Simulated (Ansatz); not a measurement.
# CH6BFO2Si: the cost of one run

The runs use Ansatz 0.2.0, Gaussian basis; functionals in def2-TZVPP, the program's frozen cores in correlated methods.

Levels to be run: PBE-D4, r2SCAN-D4, PBE0-D4, B3LYP-D4, ωB97X-V, ωB97M-V, B2PLYP; CCSD(T)/def2-TZVPP; MP2/def2-QZVPP; extrapolation to the limit.

## (1) The geometry

The geometry comes from an earlier relaxation with PBE0-D4 in a triple-zeta def2 set; it is a stationary point, not always the lowest conformer.

SMILES `OCB(F)O[SiH3]`, 12 atoms, charge 0, spin multiplicity 1.

Atoms are counted from 1 here; the program's logs count them from 0.

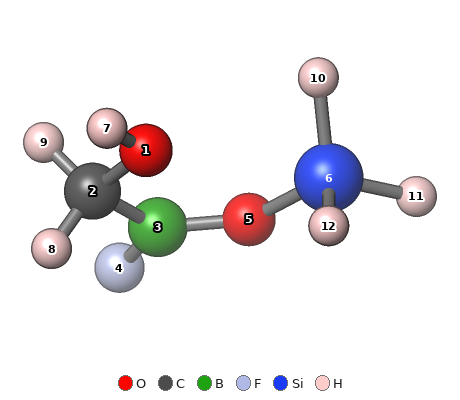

The geometry (oxygen red, carbon dark grey, boron green, fluorine light blue, silicon blue, hydrogen pink); atoms are numbered from 1 in the order of the file.

Geometry (Å):

```mol
CH6BFO2Si
  3D, bonds by distance, orders not assigned

 12 11  0  0  0  0  0  0  0  0999 V2000
    0.6825   -0.9558    0.8814 O   0  0
   -0.5887   -0.5074    1.3166 C   0  0
   -1.1645    0.5072    0.2589 B   0  0
   -2.3606    1.0415    0.5007 F   0  0
   -0.5280    0.8635   -0.8633 O   0  0
    0.9046    0.5287   -1.6308 Si  0  0
    1.0437   -1.5765    1.5169 H   0  0
   -1.2989   -1.3393    1.4358 H   0  0
   -0.5352   -0.0095    2.2963 H   0  0
    2.0615    0.9506   -0.8088 H   0  0
    0.8705    1.3444   -2.8701 H   0  0
    0.9902   -0.9027   -1.9994 H   0  0
  1  2  8  0
  2  3  8  0
  3  4  8  0
  3  5  8  0
  5  6  8  0
  1  7  8  0
  2  8  8  0
  2  9  8  0
  6 10  8  0
  6 11  8  0
  6 12  8  0
M  END
```

## (2) PBE-D4 (GGA)

The input, in.yaml:

```yaml
crystal:
  periodic: [false, false, false]
  atoms:
    - {symbol: O, position_ang: [0.682533, -0.955800, 0.881367]}
    - {symbol: C, position_ang: [-0.588696, -0.507382, 1.316591]}
    - {symbol: B, position_ang: [-1.164479, 0.507204, 0.258889]}
    - {symbol: F, position_ang: [-2.360581, 1.041473, 0.500674]}
    - {symbol: O, position_ang: [-0.527986, 0.863500, -0.863306]}
    - {symbol: Si, position_ang: [0.904635, 0.528687, -1.630816]}
    - {symbol: H, position_ang: [1.043693, -1.576499, 1.516900]}
    - {symbol: H, position_ang: [-1.298865, -1.339264, 1.435763]}
    - {symbol: H, position_ang: [-0.535211, -0.009503, 2.296253]}
    - {symbol: H, position_ang: [2.061457, 0.950647, -0.808832]}
    - {symbol: H, position_ang: [0.870519, 1.344429, -2.870073]}
    - {symbol: H, position_ang: [0.990181, -0.902689, -1.999409]}
basis:
  gaussian: {orbitals: def2-TZVPP}
hamiltonian: {xc: pbe, dispersion: d4}
output: {forces: true, orbitals: {seedname: orbitals}}
```

The run is started by

```sh
> ansatz run in.yaml --threads 4 --pin off --events-out ev --progress --plain --max-ram 10444MiB
```

What time and memory should one allow on 4 threads of Arm Neoverse V1, shared host?

About 3 s, with a peak of 0.39 GiB.
